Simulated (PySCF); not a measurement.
**C6H11OSi (doublet): density, localisation and related maps**

```yaml
atoms:
  - { symbol: C, position_ang: [0.4303, 1.8642, 0.4375] }
  - { symbol: C, position_ang: [0.4546, 0.5432, 0.3466] }
  - { symbol: O, position_ang: [1.5910, -0.1630, 0.1262] }
  - { symbol: Si, position_ang: [3.1382, 0.2335, -0.1617] }
  - { symbol: C, position_ang: [-0.7206, -0.3845, 0.4393] }
  - { symbol: C, position_ang: [-2.1484, 0.1679, 0.6326] }
  - { symbol: C, position_ang: [-2.5342, -0.5104, -0.6274] }
  - { symbol: C, position_ang: [-1.1664, -1.0000, -0.9154] }
  - { symbol: H, position_ang: [-0.4775, 2.4080, 0.6122] }
  - { symbol: H, position_ang: [1.3340, 2.4395, 0.3435] }
  - { symbol: H, position_ang: [3.6828, -1.1012, -0.3546] }
  - { symbol: H, position_ang: [3.2531, 1.0799, -1.3514] }
  - { symbol: H, position_ang: [3.7277, 0.9357, 0.9800] }
  - { symbol: H, position_ang: [-0.4760, -1.1628, 1.1655] }
  - { symbol: H, position_ang: [-2.2265, 1.2576, 0.6106] }
  - { symbol: H, position_ang: [-2.6591, -0.1723, 1.5398] }
  - { symbol: H, position_ang: [-3.4888, -0.7689, -1.0385] }
  - { symbol: H, position_ang: [-0.6801, -0.5430, -1.7839] }
  - { symbol: H, position_ang: [-1.0437, -2.0836, -1.0085] }
```

Geometry: GFN2-xTB.

These are results of UKS B3LYP, pcH-1 on C H O Si, non-relativistic, mean-field spin-orbit, GIAO in PySCF, not measurements.

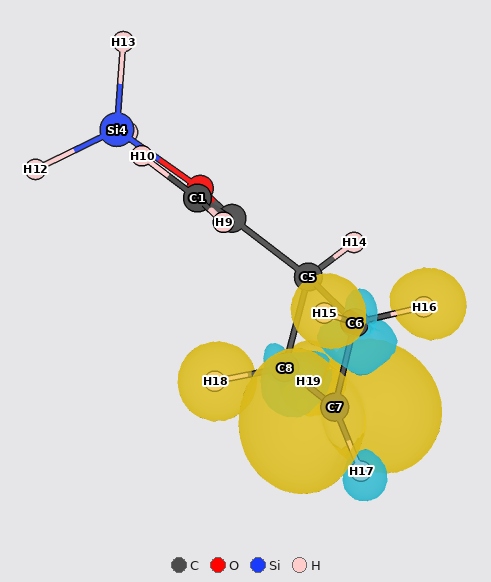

Figure 1. Isosurfaces of the spin density at +0.015 (yellow) and −0.015 e/Å³ (cyan), seen at an oblique angle.

Q: Describe the spin distribution.

A: The unpaired spin (1 electron) lies mostly on C7 (about 0.7), in electrons by Hirshfeld's partition.

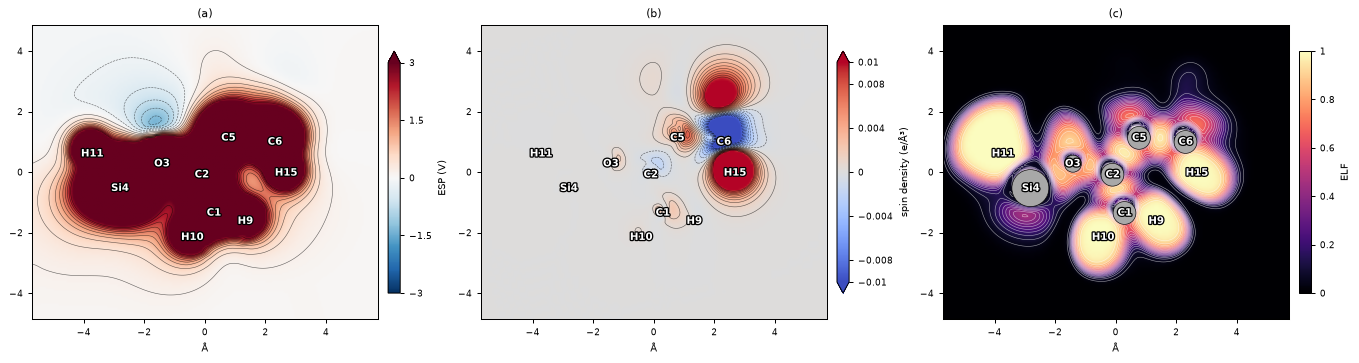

Figure 2. (a) electrostatic potential; (b) spin density (α minus β); (c) ELF on the plane of atoms C2, C1 and H10. Grey discs cover the atomic cores in the ELF map.

Q: Describe what can be read from this map.

A: Atoms in the plane: C, O, Si and H. C–C (1.32 Å): the ELF peaks at about 0.95 between the atoms: a multiple bond. C–O (1.36 Å): the ELF peaks at about 0.85 between the atoms: a polar covalent bond. Si–O (1.62 Å): the ELF peaks at about 0.90 between the atoms: a polar covalent bond. C–H (1.07 Å): the ELF climbs to about 1 towards the hydrogen, as it does in any bond to H; an ordinary covalent bond to hydrogen. C–C (1.50 Å): the ELF peaks at about 0.95 between the atoms; a covalent bond. The ELF also peaks beside O3, away from the bonds: non-bonding electrons, paired or unpaired.

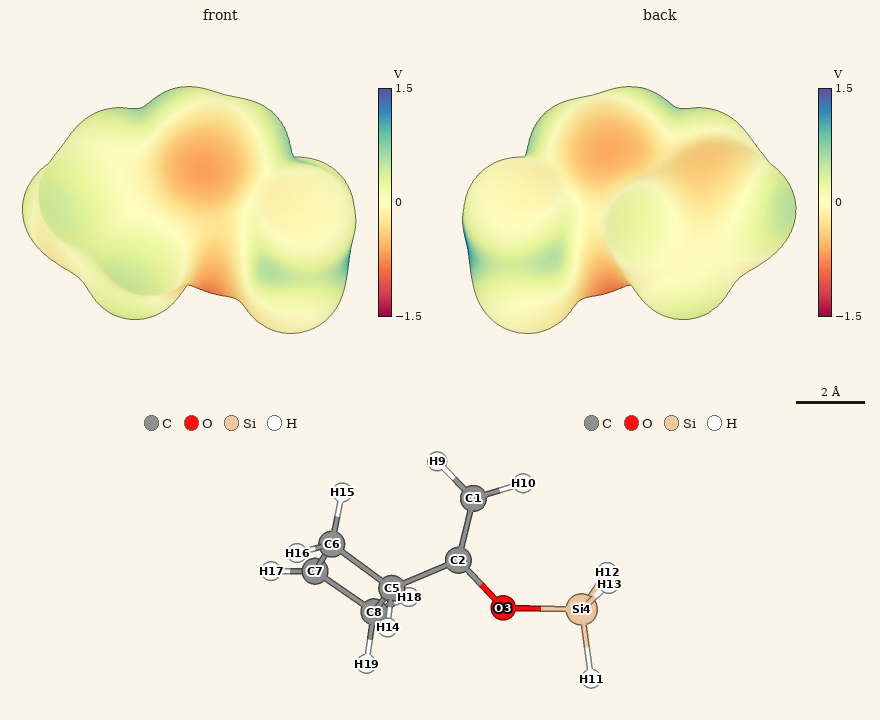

Figure 3. The electrostatic potential painted on the density surface at 0.001 e/bohr³, seen from the front and from behind; the colour scale runs from red (negative) to blue (positive). The bare structure is drawn below in the same view.

Q: Where is the surface potential most negative and most positive?

A: The most negative region (about −0.8 V) lies over O3, the most positive (about +1.2 V) over Si4.
